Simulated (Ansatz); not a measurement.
# C2H3In: what the fields show

The calculation's input:

```
crystal:
  periodic: [false, false, false]
  atoms:
    - {symbol: In, position_ang: [0.691044, 1.196121, -0.001318]}
    - {symbol: H, position_ang: [2.411567, 1.092347, 0.033867]}
    - {symbol: H, position_ang: [-0.248819, 2.640820, -0.041356]}
    - {symbol: C, position_ang: [-0.367693, -0.626533, 0.004119]}
    - {symbol: C, position_ang: [-0.974464, -1.686915, 0.003369]}
    - {symbol: H, position_ang: [-1.511645, -2.615840, 0.001329]}
basis:
  gaussian: {orbitals: def2-TZVP, initial_orbitals: start.molden}
hamiltonian: {xc: pbe0, dispersion: d4}
scf: {omitted_lower_state_checks: [starts]}
output: {forces: true, orbitals: {seedname: orbitals}}
```

Command:

```sh
ansatz run in.yaml --threads 4 --pin off --events-out ev --progress --plain --max-ram 3916MiB
```

Geometry: PBE-D4/def2-TZVP; core potentials replace the inner electrons of In; not at a stationary point (largest force 1.0 eV/Å).

Computed with RKS PBE0-D4/def2-TZVP (Ansatz).

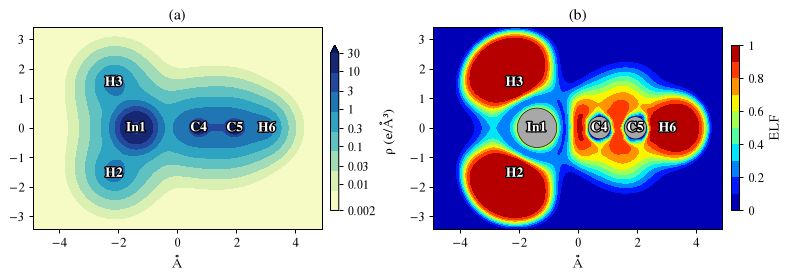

Figure 1. (a) electron density; (b) ELF on the molecular plane. Grey discs cover the atomic cores in the ELF map.

> Read the bonding off the picture.

- Atoms in the plane: In, H and C.
- C–C (1.22 Å): ρ is about 2.8 e/Å³ halfway; the ELF peaks at about 0.85 between the atoms; a multiple bond.
- C–In (2.11 Å): ρ is about 0.7 e/Å³ halfway; the ELF peaks at about 0.90 in the valence shell of C, 0.7 Å from its nucleus, and drops to about 0.20 between the two atoms.
- C–H (1.07 Å): the density is about 2.1 e/Å³ at the midpoint; the ELF climbs to about 1 towards the hydrogen, as it does in any bond to H: a covalent bond by its length.
- In–H (1.72 Å): ρ is about 1.2 e/Å³ halfway; the ELF climbs to about 1 towards the hydrogen.

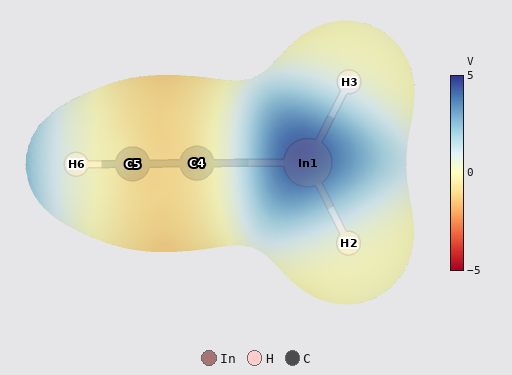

Figure 2. The electrostatic potential painted on the density surface at 0.004 e/bohr³, seen across its widest extent; red is negative and blue positive.

> Where is the surface potential most negative and most positive?

The most negative region (about −1.1 V, or −25 kcal/mol for a unit charge) lies over C4 and C5, the most positive (about +4.4 V, or +101 kcal/mol for a unit charge) over In1.

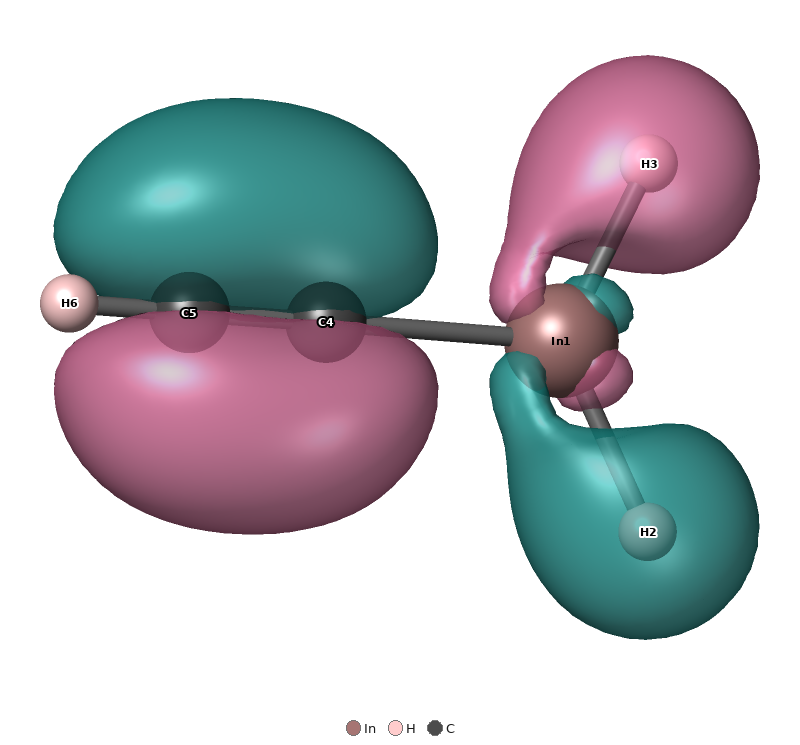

Figure 3. The HOMO at ±0.08 Å⁻³ᐟ² (teal and pink are the two phases), seen at a tilt.

> Where does this orbital lie, and at what energy?

It lies mainly on C5 (about 40 %), C4 (about 35 %), In1 (about 10 %), H2 (about 5 %) and H3 (about 5 %); it is symmetric in the molecular plane (an in-plane orbital: σ, lone-pair or in-plane π type). Its energy is −7.72 eV.
